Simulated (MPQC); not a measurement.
# ZAPT2/6-311G(2df,2pd) run of triplet BHF2

Aim: a single-point energy of triplet BHF2. 

The results are computed with MPQC 2.3.1.

1 further run of the same task is left out (set aside as unsound or not needed).

## Step 1: The system as given

BHF2: 4 atoms, total charge 0, spin state triplet. SMILES of the parent species: `FBF`. The coordinates come from a PBE0-D4/def2-TZVP relaxation. That shape belongs to the parent species and isn't relaxed for this state.

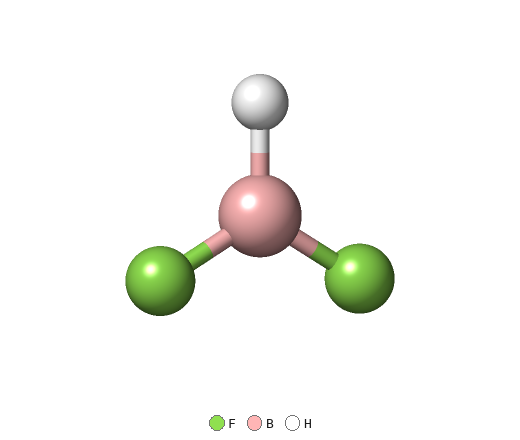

Viewed from a chosen angle; fluorine green, boron pink, hydrogen white.

## Step 2: The energy at ZAPT2/6-311G(2df,2pd)

Contents of job.in:

```
molecule<Molecule>: (
   symmetry = c1
   unit = angstrom
   { atoms geometry } = {
      F  [ 1.154300     0.456900    -0.361900 ]
      B  [ -0.001900    -0.031000     0.025200 ]
      F  [ -1.095400     0.528700    -0.438900 ]
      H  [ -0.057000    -0.954600     0.775600 ]
   }
)
basis<GaussianBasisSet>: (
   name = "6-311G(2df,2pd)"
   molecule = $:molecule
)
mpqc: (
   checkpoint = no
   savestate = no
   restart = no
   do_energy = yes
   do_gradient = no
   optimize = no
   mole<MBPT2>: (
      molecule = $:molecule
      basis = $:basis
      memory = 1000000000
      method = zapt
      nfzc = 3
      reference<HSOSHF>: (
         molecule = $:molecule
         basis = $:basis
         total_charge = 0
         multiplicity = 3
         memory = 1000000000
         print_evals = yes
         maxiter = 100
         guess_wavefunction<HSOSHF>: (
            molecule = $:molecule
            total_charge = 0
            multiplicity = 3
            memory = 1000000000
            value_accuracy = 1e-3
            basis<GaussianBasisSet>: (
               name = "MINI (Huzinaga)"
               molecule = $:molecule
            )
         )
      )
   )
)
```

Run with:

```sh
$ mpqc job.in > job.out
```

What values should one expect? Wanted: total energy; correlation energy.

**Answer.** As computed:

Level: ZAPT2/6-311G(2df,2pd), 3 core orbitals frozen.

| quantity | value |
| --- | --- |
| total energy | -224.61711 Eh |
| correlation energy (3 core orbitals frozen) | -575.2 mEh |
